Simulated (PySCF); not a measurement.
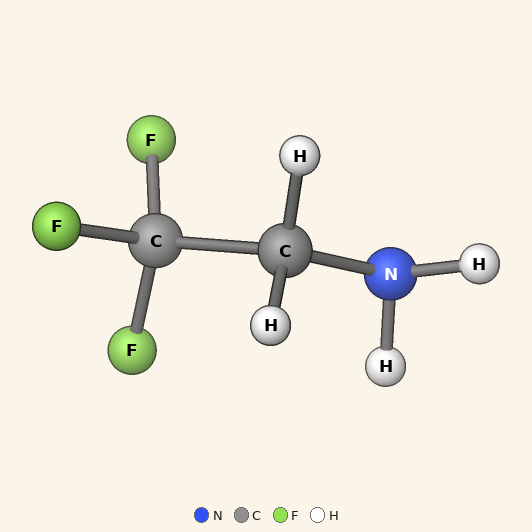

A ball-and-stick model of a molecule.

The computed structure is the end point of a PBE0-D3(BJ)/def2-SVP optimisation. No frequency run is at hand to confirm it as a minimum.

Describe the molecule.

Formula C₂H₄F₃N. Its SMILES string is `NCC(F)(F)F`. It has no ring. Among its groups: primary amine, C–F bond. This geometry has C1 symmetry. Coordination: 1 N trigonal pyramidal; 2 C tetrahedral.

More results for the same structure follow; atom numbers are the same in all pictures, views and colours differ.

### Shape

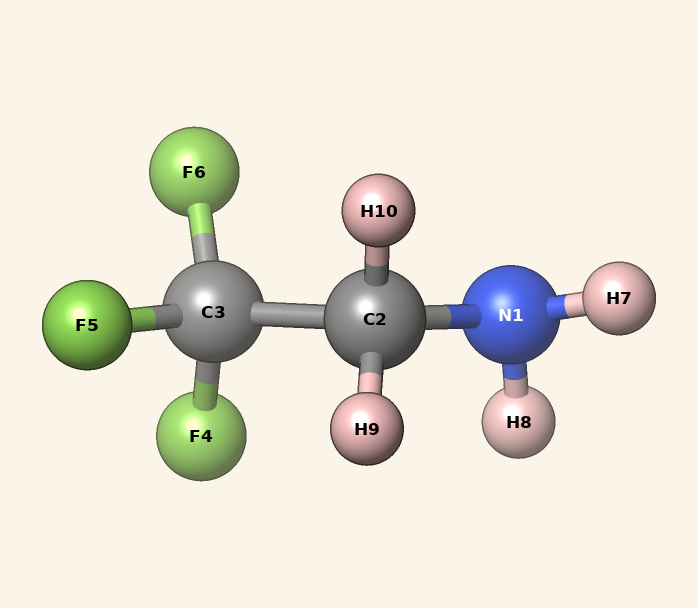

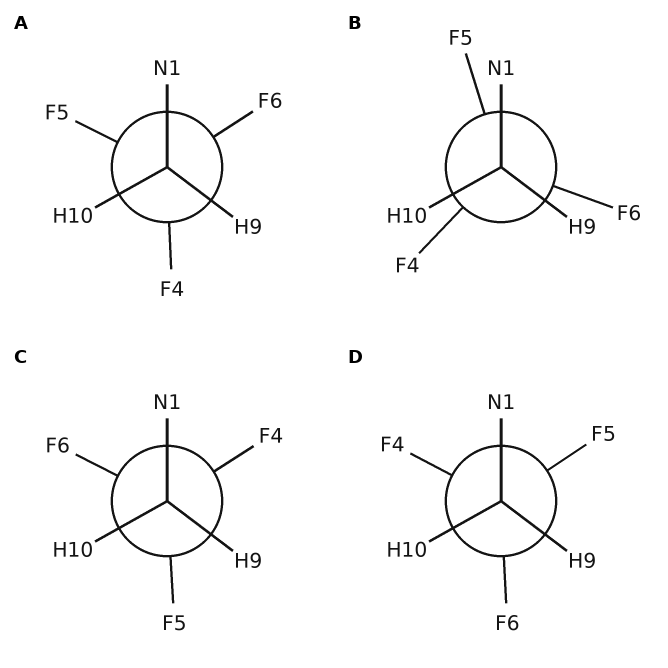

Depth is shown by fading: the farther an atom, the more it takes the colour of the background. Bonds that would overlap in a projection are set slightly apart. No frequency run is at hand to confirm it as a minimum.

> Which Newman projection shows the view along C2–C3, with C2 in front?

C. The torsion angle N1–C2–C3–F4 is 58°, synclinal (gauche).

### Spin–spin coupling

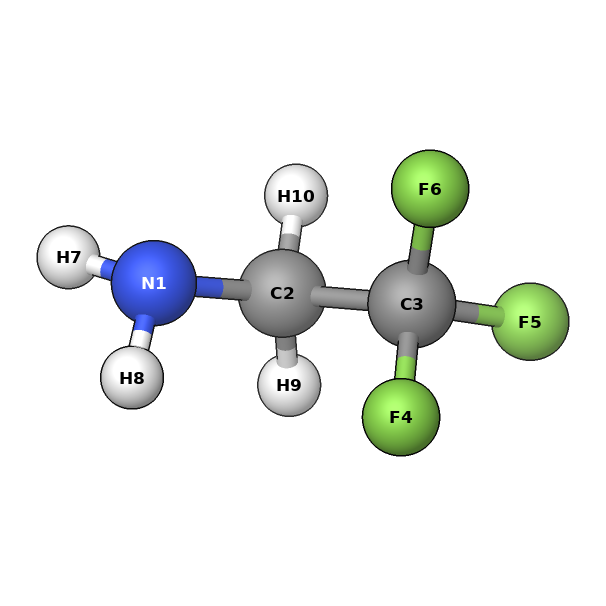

No frequency run is at hand to confirm it as a minimum. Properties computed with B97-2/pcJ-1 indirect spin-spin coupling, non-relativistic, gas phase (PySCF 2.14.0). Isotopes: 13C, 19F, 1H, 15N.

Give the spin–spin coupling constants of these pairs, with the number of bonds between them: N1/C2, C3/F4, N1/H10, N1/C3.

```
   pair  bonds apart  J (Hz)
 N1, C2            1    −5.7
 C3, F4            1  −329.3
N1, H10            2    −1.3
 N1, C3            2    −3.4
```

Density functionals are unreliable for couplings to fluorine, so those rows may be far off.

### Quadrupole coupling

No frequency run is at hand to confirm it as a minimum. Electric field gradients from the ground-state density, LDA/pcJ-1 (PySCF 2.14.0), non-relativistic apart from any core potentials.

Give the largest field-gradient component, the quadrupole coupling constant and the asymmetry for 14N at N1 (Q = 20.44 mb).

```json
{"atom": "N1", "V_zz (a.u.)": "−1.137", "e²qQ/h (MHz)": "−5.46", "η": "0.22"}
```

### Levels of theory compared

No frequency run is at hand to confirm it as a minimum. Program: PySCF 2.14.0.

Compare dipole (D), HOMO energy (eV), HOMO–LUMO gap (eV) at these levels: B97-2/pcJ-1; CAM-B3LYP/pcJ-1; KT2/pcJ-1; LDA/pcJ-1; PBE/pcJ-1; PBE0/pcJ-1.

| level | dipole (D) | HOMO energy (eV) | HOMO–LUMO gap (eV) |
| --- | --- | --- | --- |
| B97-2/pcJ-1 | 3.12 | −7.21 | 8.41 |
| CAM-B3LYP/pcJ-1 | 3.18 | −8.95 | 10.99 |
| KT2/pcJ-1 | 2.95 | −6.02 | 6.26 |
| LDA/pcJ-1 | 3.08 | −5.96 | 6.11 |
| PBE/pcJ-1 | 2.95 | −5.83 | 6.16 |
| PBE0/pcJ-1 | 3.14 | −7.48 | 8.68 |
